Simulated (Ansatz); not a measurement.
# ZnO: carrier doping

The reference is ZnO in the wurtzite structure (space group P6_3mc, No. 186).

```yaml
crystal:
  lattice:
    - [3.23518, 0.00000, 0.00000]
    - [-1.61759, 2.80175, 0.00000]
    - [0.00000, 0.00000, 5.21141]
  atoms:
    - { symbol: Zn, position: [0.66667, 0.33333, 0.00241] }
    - { symbol: Zn, position: [0.33333, 0.66667, 0.50241] }
    - { symbol: O, position: [0.66667, 0.33333, 0.62279] }
    - { symbol: O, position: [0.33333, 0.66667, 0.12279] }
```

Carriers are added at fixed cell with a uniform background; the Fermi–Dirac width is that of 300 K.

Calculations: r2SCAN (Ansatz, a first-principles code, PAW, spin-orbit coupling left out).

Notes on the quantities. Fermi level from band edge: Fermi level relative to the doped band's edge (positive inside the band; to 0.05 eV).

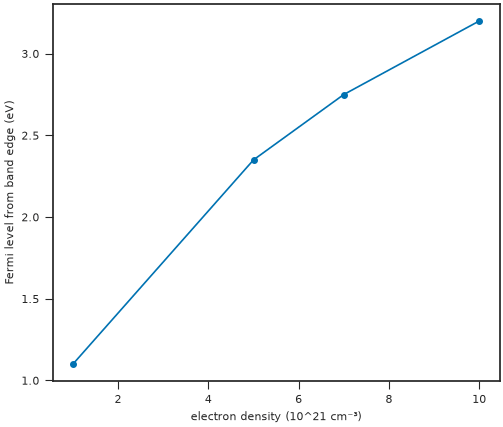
Figure: Fermi level from band edge against electron density

From the plot, what is the Fermi level from band edge for electrons 5.0×10^21 cm⁻³?

About 2.4 eV.

Is the trend monotonic over the range shown?

Yes, it rises throughout, spanning +1.10 eV to +3.20 eV.

Carriers are added with a uniform compensating background; total energy and stress of such cells depend on the potential's zero and are not compared; many-body gap narrowing is missing at this level. No phonon test of stability was made.
